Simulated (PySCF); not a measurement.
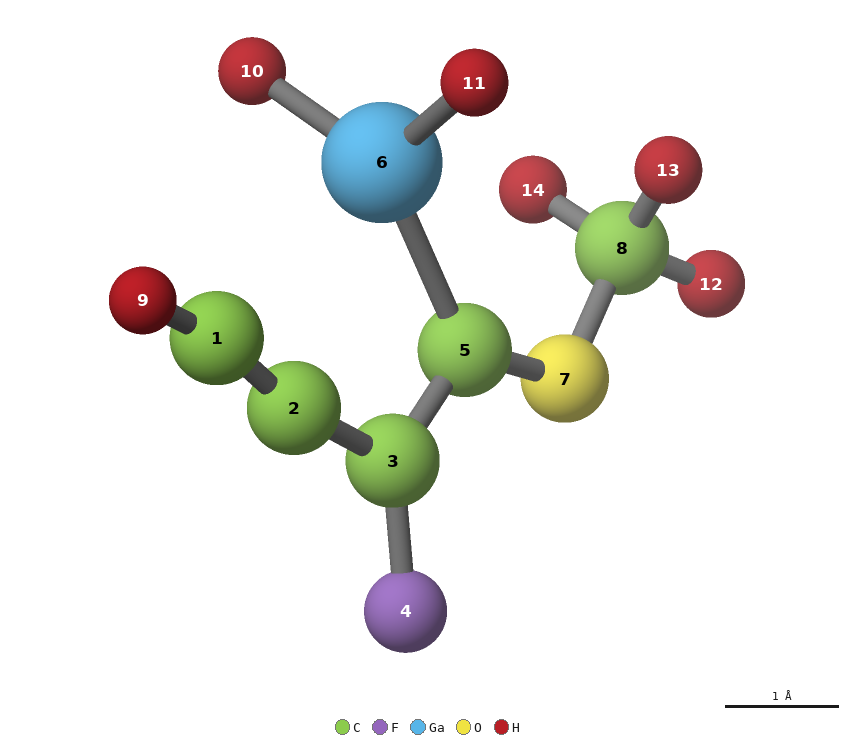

The atoms are numbered. The geometry was computed by an optimisation with GFN2-xTB. No frequency run is at hand to confirm it as a minimum.

Which atoms are bonded, and how long are the bonds?

```
   bond  length (Å)
  C1–C2       1.217
  C1–H9       1.056
  C2–C3       1.415
  C3–F4       1.352
  C3–C5       1.353
 C5–Ga6       2.032
  C5–O7       1.348
Ga6–H10       1.556
Ga6–H11       1.557
  O7–C8       1.406
 C8–H12       1.089
 C8–H13       1.102
 C8–H14       1.099
```
